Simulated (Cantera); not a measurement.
Input: 1 mol TiCl4, a varied amount of H2, equilibrated at 1148.15 K and 1000 Pa.

These are equilibrium values from Cantera (NASA tables, ideal gas, pure condensed phases), not measurements of a reactor. Candidate condensed phases: Ti, TiCl2, TiCl3, TiCl4; 10 gas species. The tables' values for TiCl2 are old estimates; treat these amounts as uncertain. Rates play no part.

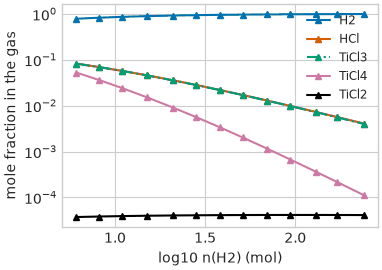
*Equilibrium gas composition (values under 1e-9 drawn at 1e-9)*

Task: Read off the mole fractions at 8.2 mol H2.

Result: H2 about 0.83, HCl about 0.069, TiCl3 about 0.069, TiCl4 about 0.036, TiCl2 about 3.8e-5.
